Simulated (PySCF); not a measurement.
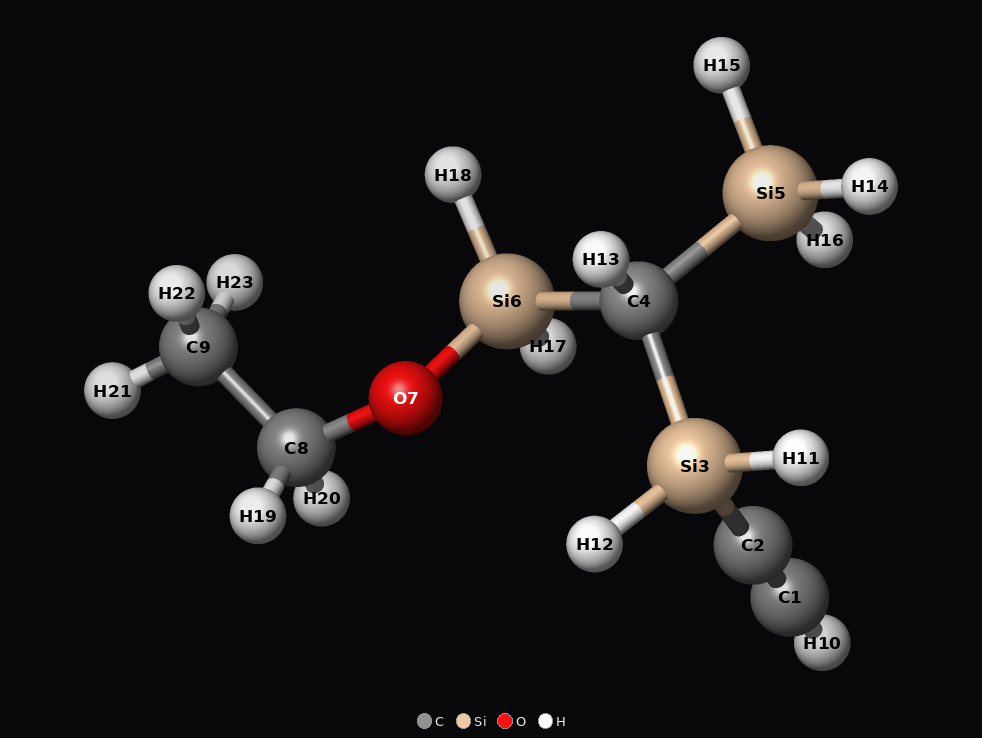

The geometry was computed by an optimisation with GFN2-xTB. No frequency run is at hand to confirm it as a minimum. Electric field gradients from the ground-state density, PBE0/pcSseg-1 (PySCF 2.14.0), non-relativistic apart from any core potentials.

Give the largest field-gradient component, the quadrupole coupling constant and the asymmetry for 17O at O7 (Q = −25.6 mb), 2H at H10 (Q = 2.86 mb), 2H at H11 (Q = 2.86 mb).

| atom | V_zz (a.u.) | e²qQ/h (MHz) | η |
| --- | --- | --- | --- |
| O7 | 1.676 | −10.08 | 0.37 |
| H10 | 0.386 | 0.259 | 0.00 |
| H11 | 0.154 | 0.104 | 0.01 |

The geometry is semi-empirical. Around Si such bond lengths and angles can be off by a tenth of an ångström or more and by several degrees, and values that hang on the shape move with them.
